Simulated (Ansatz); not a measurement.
Computed frozen-phonon scan: MoSi2 (MoSi2 type, space group I4/mmm)

Starting cell, MoSi2 (MoSi2 type, space group I4/mmm):

```
CELL_PARAMETERS angstrom
     -3.21692     3.21692     7.87303
      0.00000     0.00000     7.87303
      1.60846     1.60846    -3.93652
ATOMIC_POSITIONS crystal
  Mo 0.00000 0.00000 0.00000
  Mo 0.50000 0.00000 0.00000
  Si 0.00000 0.33511 0.00000
  Si 0.50000 0.33511 0.00000
  Si 0.00000 0.66489 0.00000
  Si 0.50000 0.66489 0.00000
```

A phonon eigenvector at X = (0.5, 0.5, 0.0) is frozen into this cell: atom i moves by Q times the vector below, so Q is the largest atomic displacement, in Å. The cell is held. (q is in reciprocal vectors of the primitive cell; the cell shown is doubled to hold the pattern.)

| atom | x | y | z |
|---|---|---|---|
| Mo1 | 0.672 | 0.672 | 0.000 |
| Mo2 | -0.672 | -0.672 | 0.000 |
| Si3 | 0.707 | 0.707 | 0.000 |
| Si4 | -0.707 | -0.707 | 0.000 |
| Si5 | 0.707 | 0.707 | 0.000 |
| Si6 | -0.707 | -0.707 | 0.000 |

Level of theory: PBE (plane waves to 420 eV, PAW, scalar-relativistic; Ansatz, an electronic-structure program). k mesh 20×20×20 (Γ-centred), Fermi-Dirac smearing 0.05 eV. E stands for the smeared free energy. With partly filled bands, energies and forces of such displacements shift with the k mesh and the smearing. MoSi2 is run without spin polarisation. MoSi2 was relaxed with its symmetry unable to fall. The zero of ΔE is the undisplaced structure.

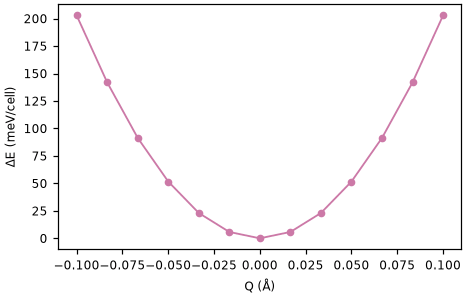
*ΔE (meV/cell) against Q (Å); markers are the computed points, lines only join them.*

The energy at Q = 0.100 Å comes out as 203 meV/cell. Shape of the curve: a single well with its minimum at or next to zero displacement. Space group of the distorted cell: Cmcm (No. 63), lowered from I4/mmm. Symmetry of the curve: even: the same for both signs. Wavenumber by perturbation theory (DFPT, on another k mesh): 199 cm⁻¹.

(A displaced cell: forces are minus the slopes of the energy, force constants its curvatures, and phonons follow from these.)
